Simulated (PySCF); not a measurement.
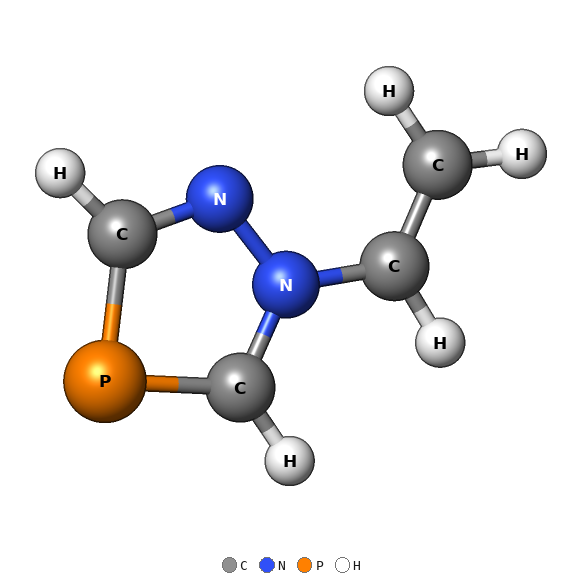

Computed geometry: GFN2-xTB optimisation. No frequency run is at hand to confirm it as a minimum. Level of theory: ωB97X-D/def2-SVPD, gas phase (PySCF 2.14.0). Excitations: vertical, linear response.

What does the calculation give?

The species is C4H5N2P (`C=Cn1cpcn1`).
- dipole moment: 2.04 D
- HOMO energy (Kohn–Sham orbital): −8.52 eV
- LUMO energy (Kohn–Sham orbital): 0.41 eV
- HOMO–LUMO gap: 8.93 eV
- mean static polarisability: 87.5 bohr³
- lowest vertical singlet excitation: 5.03 eV
- its oscillator strength: 0.312

The geometry is semi-empirical. Around P such bond lengths and angles can be off by a tenth of an ångström or more and by several degrees, and values that hang on the shape move with them.
